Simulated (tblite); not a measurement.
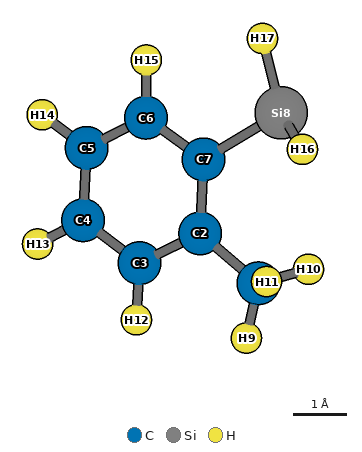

This is the input geometry for a relaxation of C7H9Si (multiplicity 2). A ball-and-stick model, seen at a tilt.

Computed with GFN2-xTB geometry optimisation, gas phase (tblite).

```xyz
17

C    -1.2168   -1.7948   -0.0622
C    -0.1636   -0.7217   -0.0381
C     1.1735   -1.1131   -0.3146
C     2.2017   -0.1721   -0.3228
C     1.9351    1.1499   -0.0155
C     0.6265    1.5531    0.2633
C    -0.4365    0.6336    0.2666
Si   -2.1514    1.2853    0.6849
H    -0.7972   -2.7804   -0.2850
H    -1.7252   -1.8718    0.9159
H    -1.9659   -1.5734   -0.8411
H     1.3922   -2.1497   -0.5511
H     3.2116   -0.4945   -0.5314
H     2.7462    1.8800   -0.0245
H     0.4562    2.6160    0.4881
H    -3.1391    0.7949   -0.3137
H    -2.1545    2.7709    0.6714
```

**What does the optimiser find from here?**

H16 moves most after the best rigid fit: 0.53 Å. Largest moves by element: H 0.53 Å, Si 0.17 Å, C 0.10 Å. Some distances before and after: C7–Si8 1.882 → 1.840 Å, C2–C3 1.420 → 1.382 Å, Si8–H16 1.488 → 1.450 Å, C5–C6 1.397 → 1.377 Å. Bond angles that change, for instance: C7–Si8–H16 110.0° → 122.6°, H16–Si8–H17 108.8° → 115.8°, C7–Si8–H17 110.3° → 117.2°. The energy falls by 0.192 eV in 58 geometry steps. Cost: 0.88 s on 1 thread of Intel(R) Xeon(R) Platinum 8259CL CPU @ 2.50GHz, on a shared host.

Final geometry:

```xyz
17

C    -1.2302   -1.7153   -0.1215
C    -0.1205   -0.7095   -0.0836
C     1.1852   -1.1065   -0.3043
C     2.2328   -0.1978   -0.2751
C     1.9678    1.1389   -0.0158
C     0.6731    1.5511    0.2071
C    -0.4034    0.6490    0.1718
Si   -2.0982    1.2760    0.5192
H    -0.8366   -2.7224   -0.2395
H    -1.8139   -1.6764    0.7988
H    -1.9044   -1.5101   -0.9536
H     1.3923   -2.1497   -0.5022
H     3.2453   -0.5293   -0.4515
H     2.7756    1.8566    0.0109
H     0.4747    2.5954    0.4070
H    -3.2934    0.5532    0.1295
H    -2.2535    2.7090    0.6930
```

After the run, drawn alike:

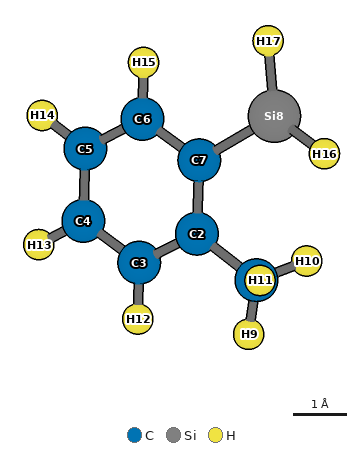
